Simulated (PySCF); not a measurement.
C$_{4}$H$_{9}$NO$_{2}$Si

The calculation's input:

```
{"job": {"kind": "nmr", "xc": "PBE0", "basis": "pcSseg-1"}, "charge": 0, "multiplicity": 1}
C     -1.832026     1.089405    -0.490717
N     -0.933241     0.064675    -0.022771
C     -1.342285    -1.269434    -0.391576
Si     0.678522     0.436628     0.376765
O      0.661154     1.965476     0.926223
C      2.246650    -0.226583    -0.467511
C      2.403213    -0.954491     0.634701
O      1.350453    -0.682843     1.483321
H     -1.470942     2.054090    -0.152627
H     -1.899175     1.096180    -1.583949
H     -2.830931     0.914572    -0.084160
H     -1.362643    -1.400125    -1.479562
H     -0.653477    -1.991267     0.037392
H     -2.345424    -1.461429    -0.002617
H      1.319891     2.223632     1.566171
H      2.866101    -0.186074    -1.340742
H      3.137161    -1.660383     0.981750
```

Run with:

```sh
OMP_NUM_THREADS=1 python probes_run.py task.json out
```

Geometry: GFN2-xTB.

These are results of PySCF 2.14.0, PBE0/pcSseg-1, SCF density, gas phase, non-relativistic, not measurements.

### Predict the electron density and electron localisation function between the atoms.

C–N (1.44 Å): the density is about 1.9 e/Å³ at the midpoint; the ELF peaks at about 0.90 between the atoms; localised, covalent bonding.

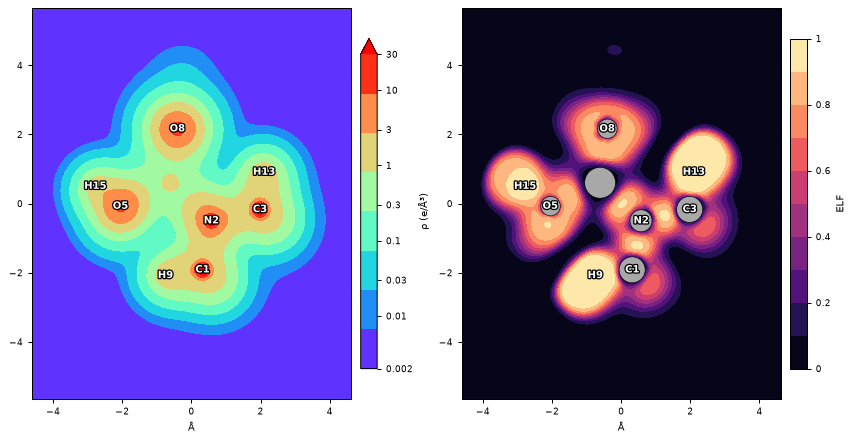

Computed electron density and electron localisation function on the plane of atoms C1, N2 and C3, in this order. Grey discs cover the atomic cores in the ELF map. 
